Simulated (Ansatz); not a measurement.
## Electronic structure of As12H30In12 (In12As12 wurtzite hole sphere) in real space

As12H30In12 (In12As12 wurtzite hole sphere), 54 atoms.

Geometry: PBE-D4/def2-SVP; core potentials replace the inner electrons of In.

Computed with Ansatz 0.2.0, RKS PBE0-D4/def2-SVP.

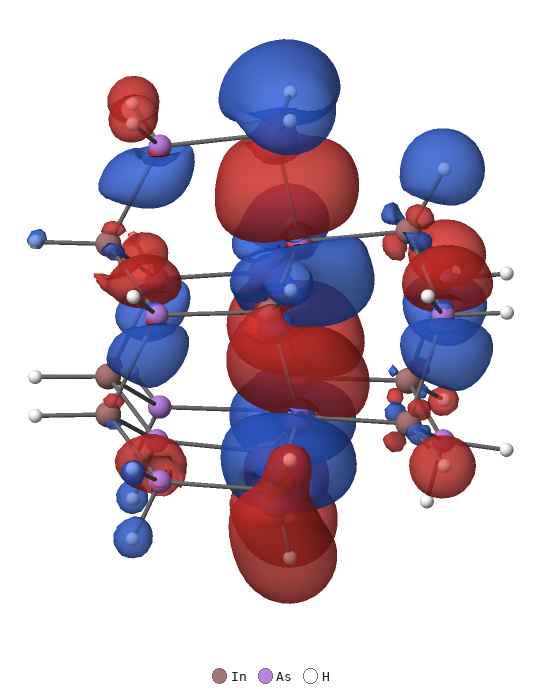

Figure 1. The HOMO at ±0.03 Å⁻³ᐟ² (red and blue are the two phases), seen from one side.

Where does this orbital lie, and at what energy?

No atom holds more than about 20 % of it (Hirshfeld); by element the shares are As 55 %, In 30 % and H 15 %. It is one of a degenerate set, so its orientation is arbitrary. Its energy is −6.42 eV.

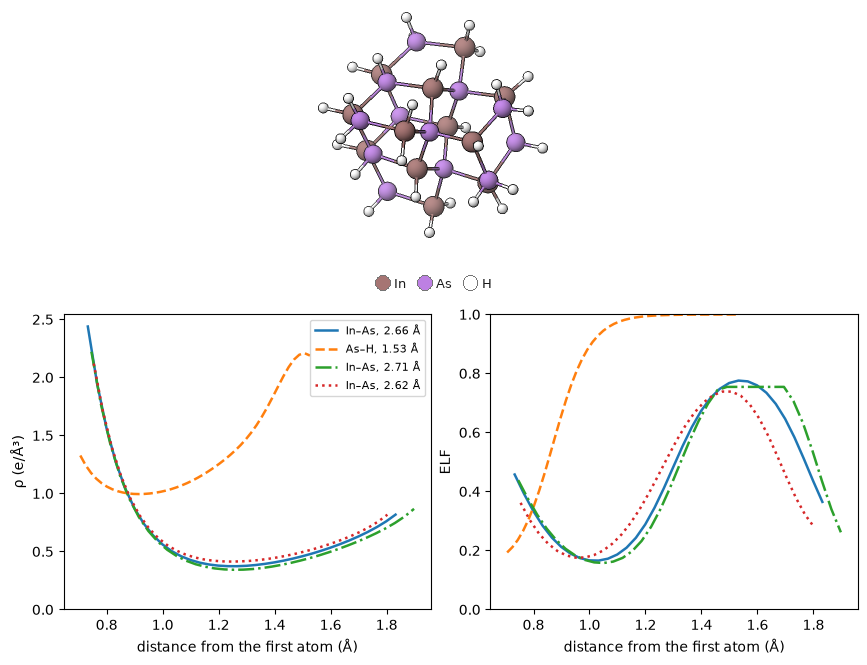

Figure 2. Electron density and ELF along straight lines between neighbouring atoms. The curves leave out the atomic cores. The structure is drawn too.

Compare the contacts.

In–As (2.66 Å): the density is about 0.38 e/Å³ at the midpoint; the ELF peaks at about 0.80 between the atoms; localised, covalent bonding.
As–H (1.53 Å): the density is about 1.1 e/Å³ at the midpoint; the ELF climbs to about 1 towards the hydrogen, as it does in any bond to H.
In–As (2.71 Å): ρ at the midpoint is about 0.36 e/Å³; the ELF peaks at about 0.75 in the valence shell of As, 1.2 Å from its nucleus, and drops to about 0.15 between the two atoms.
In–As (2.62 Å): ρ is about 0.42 e/Å³ halfway; the ELF peaks at about 0.75 in the valence shell of As, 1.1 Å from its nucleus, and drops to about 0.20 between the two atoms.

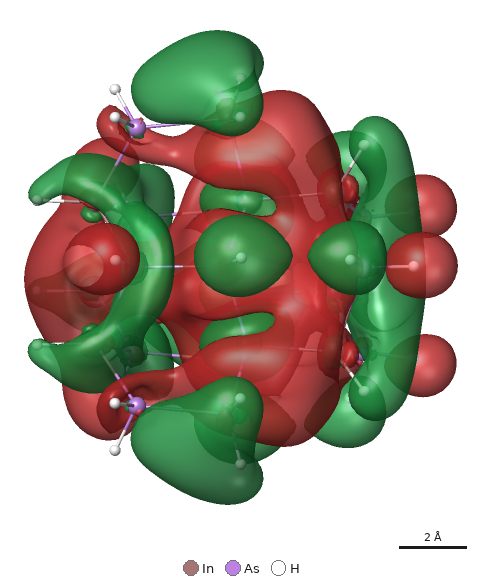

Figure 3. The LUMO at ±0.02 Å⁻³ᐟ² (green and red are the two phases), seen from one side.

Describe this orbital and give its energy.

No atom holds more than about 10 % of it (Hirshfeld); by element the shares are In 45 %, As 35 % and H 20 %. Its energy is −1.70 eV.
